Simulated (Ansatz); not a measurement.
**AlN$_{2}$H$_{5}$: geometry relaxation (part 1 of 2)**

- system: AlN$_{2}$H$_{5}$
- method: UKS B3LYP-D4/def2-SVP (Ansatz 0.2.0)

It belongs to a series of runs on one base structure; here: end point B relaxed. Figures and captions count atoms from 1; the log counts them from 0 in places.

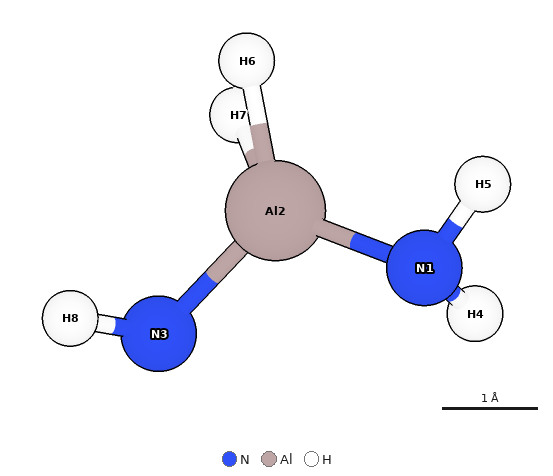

Fig. 1: The structure as given in the input (ball-and-stick view, seen at a tilt; atoms are numbered from 1 in the order of the input). Sticks mark near contacts. Bond lengths as drawn: Al–H 1.54 to 1.61 Å, Al–N 1.87 to 1.89 Å and H–N 0.99 to 1.12 Å.

**Input**
```yaml
crystal:
  periodic: [false, false, false]
  atoms:
    - { symbol: "N", position_ang: [-0.7554, 0.5054, -1.2975] }
    - { symbol: Al, position_ang: [0.1521, 0.4511, 0.3392] }
    - { symbol: "N", position_ang: [0.6553, -1.2421, 1.0228] }
    - { symbol: H, position_ang: [-1.6346, 0.0609, -1.1652] }
    - { symbol: H, position_ang: [-1.0312, 1.5497, -1.4848] }
    - { symbol: H, position_ang: [0.5117, 1.8072, 1.1349] }
    - { symbol: H, position_ang: [0.00037, 1.05062, 1.74957] }
    - { symbol: H, position_ang: [1.7707, -1.2293, 1.0539] }
magnetization:
  spin_polarized: true
basis:
  gaussian: { orbitals: def2-SVP }
hamiltonian:
  xc: b3lyp
  dispersion: d4
relax:
  f_tol: 0.02
  max_steps: 50
output:
  orbitals: {}
```

Run as:
```bash
ansatz run input.yaml --threads 2 --pin off --max-ram 3072MiB --backend cpu --events-out ev --progress --plain --runs-dir out
```

**Output**
```
The last accepted step is kept in [file] (removed where the run ends without a failure and the disk answers)
Engine: ansatz 0.2.0, x86_64-unknown-linux-gnu
Functional definition: B3LYP
  parameter a0 = 0.2
  parameter ax = 0.72
  parameter ac = 0.81
  exchange = (1 - a0 - ax)*slater_x + ax*b88_x + a0*exact_x
  correlation = (1 - ac)*vwn_rpa_c + ac*lyp_c
758 factors; integrals over basis functions are off by at most 5.4e-4 eV
mean field evaluation 1: about -9629.5117 eV, gradient 6.4e1 eV
mean field evaluation 2: about -9484.2077 eV, gradient 1.4e2 eV
mean field evaluation 4: about -9621.7656 eV, gradient 6.2e1 eV
mean field evaluation 8: about -9650.2465 eV, gradient 2.1e0 eV
mean field evaluation 16: about -9650.2835 eV, gradient 5.5e-4 eV
mean field evaluation 32: about -9650.5855 eV, gradient 2.0e0 eV
mean field -9650.72912826 eV, -354.6577539644 hartree, gradient 2.2e-5 eV, S^2 0.783184; 4 other end points of the search recorded, 0 dependent functions left out
the calculation of the forces begins
reference -9650.72936914 eV, -354.6577628166 hartree; 16, 16 occupied and 55, 55 virtual orbitals, 758 factors
relax step   1: F+E_penalty+E_count = -9650.90275244 eV  Δ(F+E_penalty+E_count) = +0.000e0 eV  max|allowed force component| = 3.497e0 eV/Å  Δτ_max = 0.0000 Å  (90 SCF iters, accepted)
these checks for a lower state are left out or cut short: starts, cluster_reference, orbital_swaps, neighbouring_geometries, increment
758 factors; integrals over basis functions are off by at most 6.8e-4 eV
mean field -9651.31422254 eV, -354.6792557827 hartree, gradient 1.7e-5 eV, S^2 0.710597; 0 other end points of the search recorded, 0 dependent functions left out
[... from here on the field's lines of each further geometry are left out, up to the last ...]
relax step   2: F+E_penalty+E_count = -9651.48817395 eV  Δ(F+E_penalty+E_count) = -5.854e-1 eV  max|allowed force component| = 2.409e0 eV/Å  Δτ_max = 0.1981 Å  (41 SCF iters, accepted)
relax step   3: F+E_penalty+E_count = -9651.93190967 eV  Δ(F+E_penalty+E_count) = -4.437e-1 eV  max|allowed force component| = 8.090e-1 eV/Å  Δτ_max = 0.2000 Å  (44 SCF iters, accepted)
relax step   4: F+E_penalty+E_count = -9652.36023773 eV  Δ(F+E_penalty+E_count) = -4.283e-1 eV  max|allowed force component| = 1.817e0 eV/Å  Δτ_max = 0.1968 Å  (113 SCF iters, accepted)
relax step   5: F+E_penalty+E_count = -9652.10972153 eV  Δ(F+E_penalty+E_count) = +2.505e-1 eV  max|allowed force component| = 6.816e0 eV/Å  Δτ_max = 0.1981 Å  (34 SCF iters, rejected (line search))
relax step   6: F+E_penalty+E_count = -9652.79222225 eV  Δ(F+E_penalty+E_count) = -4.320e-1 eV  max|allowed force component| = 1.324e0 eV/Å  Δτ_max = 0.0962 Å  (35 SCF iters, accepted)
relax step   7: F+E_penalty+E_count = -9652.99187427 eV  Δ(F+E_penalty+E_count) = -1.997e-1 eV  max|allowed force component| = 1.027e0 eV/Å  Δτ_max = 0.0959 Å  (33 SCF iters, accepted)
relax step   8: F+E_penalty+E_count = -9653.17328306 eV  Δ(F+E_penalty+E_count) = -1.814e-1 eV  max|allowed force component| = 4.372e-1 eV/Å  Δτ_max = 0.1461 Å  (33 SCF iters, accepted)
relax step   9: F+E_penalty+E_count = -9653.24390127 eV  Δ(F+E_penalty+E_count) = -7.062e-2 eV  max|allowed force component| = 4.263e-1 eV/Å  Δτ_max = 0.2000 Å  (34 SCF iters, accepted)
relax step  10: F+E_penalty+E_count = -9653.29893145 eV  Δ(F+E_penalty+E_count) = -5.503e-2 eV  max|allowed force component| = 4.835e-1 eV/Å  Δτ_max = 0.1935 Å  (33 SCF iters, accepted)
relax step  11: F+E_penalty+E_count = -9653.26687636 eV  Δ(F+E_penalty+E_count) = +3.206e-2 eV  max|allowed force component| = 1.408e0 eV/Å  Δτ_max = 0.1963 Å  (34 SCF iters, rejected (line search))
relax step  12: F+E_penalty+E_count = -9653.33583593 eV  Δ(F+E_penalty+E_count) = -3.690e-2 eV  max|allowed force component| = 2.458e-1 eV/Å  Δτ_max = 0.0979 Å  (30 SCF iters, accepted)
relax step  13: F+E_penalty+E_count = -9653.34047997 eV  Δ(F+E_penalty+E_count) = -4.644e-3 eV  max|allowed force component| = 5.720e-1 eV/Å  Δτ_max = 0.0978 Å  (31 SCF iters, accepted)
relax step  14: F+E_penalty+E_count = -9653.36878217 eV  Δ(F+E_penalty+E_count) = -2.830e-2 eV  max|allowed force component| = 2.049e-1 eV/Å  Δτ_max = 0.1500 Å  (34 SCF iters, accepted)
relax step  15: F+E_penalty+E_count = -9653.36900018 eV  Δ(F+E_penalty+E_count) = -2.180e-4 eV  max|allowed force component| = 7.902e-1 eV/Å  Δτ_max = 0.1594 Å  (32 SCF iters, accepted)
relax step  16: F+E_penalty+E_count = -9653.38338743 eV  Δ(F+E_penalty+E_count) = -1.439e-2 eV  max|allowed force component| = 2.738e-1 eV/Å  Δτ_max = 0.1788 Å  (33 SCF iters, accepted)
relax step  17: F+E_penalty+E_count = -9653.36560590 eV  Δ(F+E_penalty+E_count) = +1.778e-2 eV  max|allowed force component| = 8.932e-1 eV/Å  Δτ_max = 0.1522 Å  (33 SCF iters, rejected (line search))
relax step  18: F+E_penalty+E_count = -9653.39874667 eV  Δ(F+E_penalty+E_count) = -1.536e-2 eV  max|allowed force component| = 1.695e-1 eV/Å  Δτ_max = 0.0761 Å  (33 SCF iters, accepted)
relax step  19: F+E_penalty+E_count = -9653.40430651 eV  Δ(F+E_penalty+E_count) = -5.560e-3 eV  max|allowed force component| = 1.661e-1 eV/Å  Δτ_max = 0.0943 Å  (31 SCF iters, accepted)
relax step  20: F+E_penalty+E_count = -9653.40862243 eV  Δ(F+E_penalty+E_count) = -4.316e-3 eV  max|allowed force component| = 4.487e-2 eV/Å  Δτ_max = 0.0488 Å  (29 SCF iters, accepted)
relax step  21: F+E_penalty+E_count = -9653.40993595 eV  Δ(F+E_penalty+E_count) = -1.314e-3 eV  max|allowed force component| = 3.495e-1 eV/Å  Δτ_max = 0.1120 Å  (32 SCF iters, accepted)
relax step  22: F+E_penalty+E_count = -9653.41387025 eV  Δ(F+E_penalty+E_count) = -3.934e-3 eV  max|allowed force component| = 8.086e-2 eV/Å  Δτ_max = 0.0368 Å  (30 SCF iters, accepted)
relax step  23: F+E_penalty+E_count = -9653.41573405 eV  Δ(F+E_penalty+E_count) = -1.864e-3 eV  max|allowed force component| = 4.362e-2 eV/Å  Δτ_max = 0.0753 Å  (29 SCF iters, accepted)
relax step  24: F+E_penalty+E_count = -9653.40206414 eV  Δ(F+E_penalty+E_count) = +1.367e-2 eV  max|allowed force component| = 7.372e-1 eV/Å  Δτ_max = 0.1950 Å  (34 SCF iters, rejected (line search))
relax step  25: F+E_penalty+E_count = -9653.41783215 eV  Δ(F+E_penalty+E_count) = -2.098e-3 eV  max|allowed force component| = 1.484e-1 eV/Å  Δτ_max = 0.0936 Å  (30 SCF iters, accepted)
relax step  26: F+E_penalty+E_count = -9653.41940159 eV  Δ(F+E_penalty+E_count) = -1.569e-3 eV  max|allowed force component| = 2.555e-1 eV/Å  Δτ_max = 0.0954 Å  (30 SCF iters, accepted)
relax step  27: F+E_penalty+E_count = -9653.42273017 eV  Δ(F+E_penalty+E_count) = -3.329e-3 eV  max|allowed force component| = 1.511e-1 eV/Å  Δτ_max = 0.0862 Å  (30 SCF iters, accepted)
relax step  28: F+E_penalty+E_count = -9653.42554194 eV  Δ(F+E_penalty+E_count) = -2.812e-3 eV  max|allowed force component| = 3.135e-1 eV/Å  Δτ_max = 0.1735 Å  (32 SCF iters, accepted)
relax step  29: F+E_penalty+E_count = -9653.42235794 eV  Δ(F+E_penalty+E_count) = +3.184e-3 eV  max|allowed force component| = 5.416e-1 eV/Å  Δτ_max = 0.1137 Å  (29 SCF iters, rejected (line search))
relax step  30: F+E_penalty+E_count = -9653.42894504 eV  Δ(F+E_penalty+E_count) = -3.403e-3 eV  max|allowed force component| = 1.452e-1 eV/Å  Δτ_max = 0.0547 Å  (31 SCF iters, accepted)
relax step  31: F+E_penalty+E_count = -9653.43058024 eV  Δ(F+E_penalty+E_count) = -1.635e-3 eV  max|allowed force component| = 8.381e-2 eV/Å  Δτ_max = 0.1000 Å  (31 SCF iters, accepted)
relax step  32: F+E_penalty+E_count = -9653.43243510 eV  Δ(F+E_penalty+E_count) = -1.855e-3 eV  max|allowed force component| = 2.529e-1 eV/Å  Δτ_max = 0.1466 Å  (34 SCF iters, accepted)
relax step  33: F+E_penalty+E_count = -9653.43487386 eV  Δ(F+E_penalty+E_count) = -2.439e-3 eV  max|allowed force component| = 9.525e-2 eV/Å  Δτ_max = 0.0309 Å  (31 SCF iters, accepted)
relax step  34: F+E_penalty+E_count = -9653.43487945 eV  Δ(F+E_penalty+E_count) = -5.587e-6 eV  max|allowed force component| = 9.636e-2 eV/Å  Δτ_max = 0.0012 Å  (26 SCF iters, accepted)
relax step  35: F+E_penalty+E_count = -9653.43687475 eV  Δ(F+E_penalty+E_count) = -1.995e-3 eV  max|allowed force component| = 4.808e-2 eV/Å  Δτ_max = 0.1234 Å  (32 SCF iters, accepted)
relax step  36: F+E_penalty+E_count = -9653.43508155 eV  Δ(F+E_penalty+E_count) = +1.793e-3 eV  max|allowed force component| = 3.457e-1 eV/Å  Δτ_max = 0.1948 Å  (31 SCF iters, rejected (line search))
relax step  37: F+E_penalty+E_count = -9653.43808392 eV  Δ(F+E_penalty+E_count) = -1.209e-3 eV  max|allowed force component| = 4.892e-2 eV/Å  Δτ_max = 0.0955 Å  (30 SCF iters, accepted)
relax step  38: F+E_penalty+E_count = -9653.43859318 eV  Δ(F+E_penalty+E_count) = -5.093e-4 eV  max|allowed force component| = 8.824e-2 eV/Å  Δτ_max = 0.0971 Å  (30 SCF iters, accepted)
relax step  39: F+E_penalty+E_count = -9653.43895584 eV  Δ(F+E_penalty+E_count) = -3.627e-4 eV  max|allowed force component| = 6.521e-2 eV/Å  Δτ_max = 0.0346 Å  (31 SCF iters, accepted)
relax step  40: F+E_penalty+E_count = -9653.43924867 eV  Δ(F+E_penalty+E_count) = -2.928e-4 eV  max|allowed force component| = 3.004e-2 eV/Å  Δτ_max = 0.0533 Å  (32 SCF iters, accepted)
the calculation of the forces begins
reference -9653.26469981 eV, -354.7509345004 hartree; 16, 16 occupied and 55, 55 virtual orbitals, 758 factors
relax step  41: F+E_penalty+E_count = -9653.43931634 eV  Δ(F+E_penalty+E_count) = -6.767e-5 eV  max|allowed force component| = 1.564e-2 eV/Å  Δτ_max = 0.0540 Å  (31 SCF iters, accepted)
```

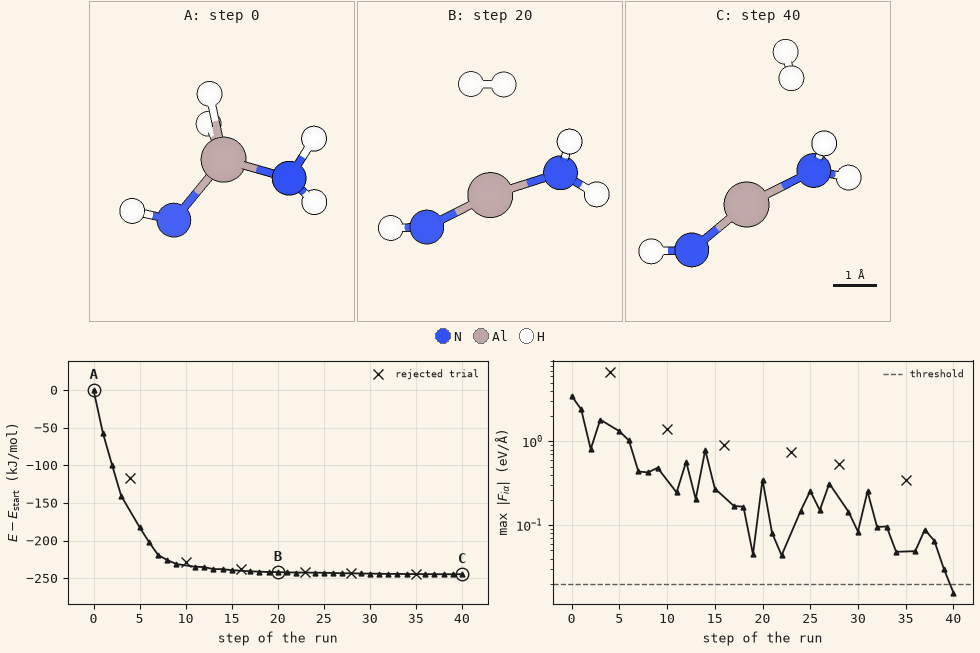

Fig. 2: Frames of the relaxation (ball-and-stick view, seen at a tilt) above the curves, on which the letters mark them (the first geometry is step 0 here and step 1 in the log).

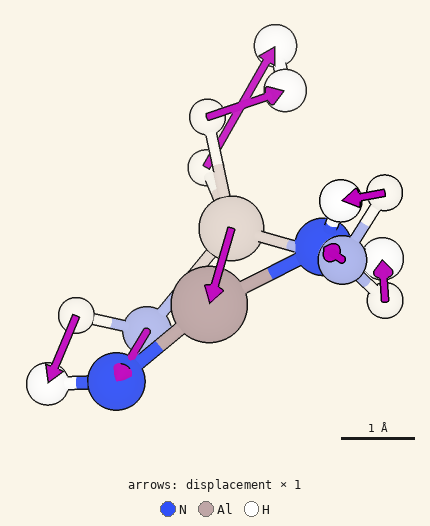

Fig. 3: Start (faint) and end (solid) with the displacements as pink arrows, at true length (ball-and-stick view, seen at a tilt). The two geometries are laid on each other by the best rigid fit. H7 moves most after the best rigid fit: 1.93 Å. Largest moves by element: H 1.93 Å, N 1.25 Å, Al 1.14 Å. Among the contacts that change: Al2–H7 1.540 → 4.044 Å, Al2–H6 1.613 → 3.367 Å, H6–H7 1.101 → 0.763 Å, Al2–N3 1.894 → 1.659 Å. New bonds form: H6–H7 (1.10 → 0.76 Å). Bonds break: Al2–H6 (1.61 → 3.37 Å), Al2–H7 (1.54 → 4.04 Å). Among the angles that change: N1–Al2–N3 118.0° → 164.1°, Al2–N3–H8 105.4° → 135.7°, Al2–N1–H4 107.4° → 124.8°. The energy falls by 244.7 kJ/mol in 40 geometry steps. Largest force component: 3.5 eV/Å at the start, 0.016 eV/Å at the end. The line search rejected the trial steps at points 4, 10, 16, 23, 28, 35 (counted from 0) and went back. (Atoms are counted from 1 in the order of the input.)

```
758 factors; integrals over basis functions are off by at most 7.5e-4 eV
mean field -9653.26445378 eV, -354.7509254588 hartree, gradient 2.8e-5 eV, S^2 0.000000; 2 other end points of the search recorded, 0 dependent functions left out
the calculation of the forces begins
reference -9653.26469981 eV, -354.7509345004 hartree; 16, 16 occupied and 55, 55 virtual orbitals, 758 factors
Total energy: -9653.43956238 eV, -354.7573605810 hartree
Atom 0 at    -0.721362     0.588995    -0.742071 Å, force    -0.012253     0.001603    -0.000770 eV/Å
Atom 1 at     0.318053    -0.637205    -0.011535 Å, force     0.009187    -0.007052     0.001979 eV/Å
Atom 2 at     1.174341    -2.023513     0.299250 Å, force    -0.008152     0.015642    -0.003962 eV/Å
Atom 3 at    -1.724378     0.658877    -0.598341 Å, force     0.012367     0.000225     0.000069 eV/Å
Atom 4 at    -0.413142     1.280700    -1.418625 Å, force    -0.000151    -0.002894     0.001318 eV/Å
Atom 5 at    -0.413544     2.446819     1.125463 Å, force    -0.004648     0.002351     0.005953 eV/Å
Atom 6 at    -0.344186     2.983656     1.662843 Å, force     0.002654    -0.003975    -0.006736 eV/Å
Atom 7 at     1.793188    -2.344807     1.035887 Å, force     0.000996    -0.005900     0.002148 eV/Å
Dipole moment:    -0.354940     0.616178    -0.097570 e Å
```

**Trajectory as extended XYZ (Å, eV, eV/Å), 41 frames, from step=1 to step=41**
```
8
Properties=species:S:1:pos:R:3:forces:R:3 step=1 energy=-9650.90275
N    -0.7554    0.5054   -1.2975    0.8959   3.4972   1.0704
Al    0.1521    0.4511    0.3392   -0.1299  -3.1506  -2.6337
N     0.6553   -1.2421    1.0228    2.2665   1.4218  -0.8421
H    -1.6346    0.0609   -1.1652   -1.3136  -0.8715  -0.0994
H    -1.0312    1.5497   -1.4848    0.6188  -2.2643   0.0915
H     0.5117    1.8072    1.1349    0.3784   0.7410   0.1049
H     0.0004    1.0506    1.7496   -0.3271   0.7476   1.9124
H     1.7707   -1.2293    1.0539   -2.3891  -0.1211   0.3961
8
Properties=species:S:1:pos:R:3:forces:R:3 step=2 energy=-9651.48817
N    -0.7934    0.5675   -1.2733   -0.1189   1.2468   1.0874
Al    0.1552    0.3924    0.2972   -0.1170  -1.8099  -1.4186
N     0.7087   -1.2727    0.8884    2.2588   1.3437   0.3166
H    -1.6762    0.0557   -1.2099   -0.0102  -0.1662  -0.2462
H    -1.0677    1.5540   -1.4863    0.2918  -0.8988  -0.0194
H     0.5733    1.7923    1.0980    0.0799   0.1716   0.1994
H     0.0100    1.0523    1.7913    0.0250   0.4118   0.5729
H     1.7592   -1.1881    1.2473   -2.4094  -0.2990  -0.4921
8
Properties=species:S:1:pos:R:3:forces:R:3 step=3 energy=-9651.93191
N    -0.8870    0.6358   -1.1893   -0.7638   0.1872   0.1191
Al    0.0899    0.2830    0.2517    0.3658  -0.7932  -0.4080
N     0.8104   -1.1965    0.8824    0.6095   0.1903   0.2065
H    -1.6938    0.0300   -1.4074    0.4712   0.4134  -0.0145
H    -1.1096    1.6102   -1.4265    0.0072  -0.4696  -0.0518
H     0.6750    1.6514    1.0426   -0.4269   0.1594   0.7188
H     0.0751    1.0420    1.7901    0.5461   0.4340  -0.3915
H     1.7092   -1.1024    1.4092   -0.8090  -0.1215  -0.1787
8
Properties=species:S:1:pos:R:3:forces:R:3 step=4 energy=-9652.36024
N    -0.9669    0.6821   -1.1268   -1.3918  -0.8973  -0.5152
Al    0.1266    0.2142    0.1795    0.3760  -1.8170  -0.6197
N     0.8898   -1.1858    0.8282    0.4353   0.7221   0.7442
H    -1.6946    0.0085   -1.5272    1.3771   1.3420   0.7776
H    -1.1696    1.6397   -1.3955   -0.1128  -0.0896  -0.1653
H     0.6263    1.6345    1.0796   -0.7638  -0.2292   1.7120
H     0.2417    1.0590    1.7326    0.8680   1.1316  -1.1480
H     1.6157   -1.0986    1.5824   -0.7878  -0.1626  -0.7855
8
Properties=species:S:1:pos:R:3:forces:R:3 step=5 energy=-9652.10972 accepted=F
N    -1.0081    0.6986   -1.0988   -1.3393  -1.2766  -0.6766
Al    0.1635    0.1356    0.1120   -0.2695  -1.3038  -1.1665
N     0.9266   -1.1827    0.8112    1.1491   0.0172   1.5007
H    -1.7006    0.0137   -1.5761    1.5966   1.6124   1.1484
H    -1.1949    1.6531   -1.3819   -0.0823  -0.0164  -0.1556
H     0.5392    1.5784    1.2064    2.0252   6.8160  -5.1777
H     0.3797    1.1450    1.6195   -2.0747  -5.5512   5.9273
H     1.5634   -1.0882    1.6607   -1.0051  -0.2977  -1.3999
8
Properties=species:S:1:pos:R:3:forces:R:3 step=6 energy=-9652.79222
N    -0.9842    0.6849   -1.1143   -0.8067  -0.4473  -0.2268
Al    0.1574    0.1466    0.1307   -0.0089  -1.3236  -0.8384
N     0.8998   -1.1996    0.8332    0.5085   0.3086   0.6429
H    -1.6889    0.0287   -1.5295    0.8953   0.8533   0.5481
H    -1.1779    1.6418   -1.3941   -0.0371  -0.1153  -0.0926
H     0.5610    1.6479    1.1481   -0.1885   0.6313   0.5053
H     0.3059    1.1057    1.6784    0.1782   0.3280   0.0440
H     1.5958   -1.1026    1.6004   -0.5408  -0.2350  -0.5823
8
Properties=species:S:1:pos:R:3:forces:R:3 step=7 energy=-9652.99187
N    -1.0028    0.6880   -1.0936   -0.4028  -0.2200  -0.1100
Al    0.1709    0.0681    0.0774   -0.1587  -0.6713  -0.7033
N     0.9202   -1.2219    0.8320    0.3978  -0.0208   0.4661
H    -1.6811    0.0471   -1.5331    0.4199   0.4360   0.2732
H    -1.1768    1.6426   -1.3911    0.0358  -0.0802  -0.0260
H     0.5238    1.7029    1.1832   -0.0136   1.0271  -0.1139
H     0.3325    1.1460    1.6652   -0.0280  -0.2308   0.5362
H     1.5823   -1.1193    1.6129   -0.2504  -0.2400  -0.3223
8
Properties=species:S:1:pos:R:3:forces:R:3 step=8 energy=-9653.17328
N    -1.0235    0.6833   -1.0850   -0.1778  -0.2415  -0.0768
Al    0.1761   -0.0251    0.0023    0.1406  -0.4027   0.0445
N     0.9452   -1.2678    0.8282    0.0040   0.2475   0.0283
H    -1.6922    0.0635   -1.5469    0.1028   0.2026   0.0780
H    -1.1643    1.6383   -1.3936    0.0942  -0.0105   0.0076
H     0.4685    1.8285    1.2332   -0.2107  -0.0617   0.3846
H     0.3816    1.1938    1.6893    0.1515   0.4372  -0.2636
H     1.5776   -1.1608    1.6253   -0.1047  -0.1709  -0.2027
8
Properties=species:S:1:pos:R:3:forces:R:3 step=9 energy=-9653.24390
N    -1.0171    0.6700   -1.0443    0.0083  -0.2825  -0.0006
Al    0.2071   -0.0866   -0.0051   -0.3795   0.2350  -0.3754
N     0.9500   -1.3309    0.8054    0.2950  -0.0368   0.3117
H    -1.6992    0.0746   -1.5120    0.0272   0.1090   0.0092
H    -1.1050    1.6223   -1.3808    0.1105  -0.0138   0.0359
H     0.3875    1.9986    1.3003   -0.1512  -0.2341   0.1188
H     0.3445    1.2794    1.5999    0.1769   0.4263   0.0522
H     1.6012   -1.2739    1.5894   -0.0872  -0.2030  -0.1517
8
Properties=species:S:1:pos:R:3:forces:R:3 step=10 energy=-9653.29893
N    -1.0295    0.6406   -1.0663    0.1659  -0.2761   0.0818
Al    0.2052   -0.1555   -0.0614   -0.4071   0.3687  -0.2563
N     0.9445   -1.3792    0.7813    0.2507   0.0218   0.2315
H    -1.7259    0.0668   -1.5337   -0.0815   0.0295  -0.0287
H    -1.0820    1.5917   -1.4150    0.1368  -0.0226   0.0503
H     0.3100    2.1029    1.4028   -0.1623   0.4835  -0.1916
H     0.4435    1.4208    1.6873    0.1652  -0.4189   0.2393
H     1.6031   -1.3348    1.5579   -0.0677  -0.1860  -0.1264
8
Properties=species:S:1:pos:R:3:forces:R:3 step=11 energy=-9653.26688 accepted=F
N    -1.0442    0.6045   -1.0801   -0.2454  -0.1584  -0.3058
Al    0.1823   -0.1923   -0.0874    0.0318  -0.0929   0.2166
N     0.9405   -1.4169    0.7537    0.1979   0.2854   0.1580
H    -1.7577    0.0505   -1.5654    0.2059   0.2668   0.1735
H    -1.0337    1.5552   -1.4455    0.0607  -0.1946   0.0768
H     0.2059    2.2435    1.4918    0.6898  -1.4075   0.5454
H     0.5600    1.5382    1.7634   -0.7033   1.4080  -0.5590
H     1.6159   -1.4292    1.5225   -0.2374  -0.1069  -0.3055
```
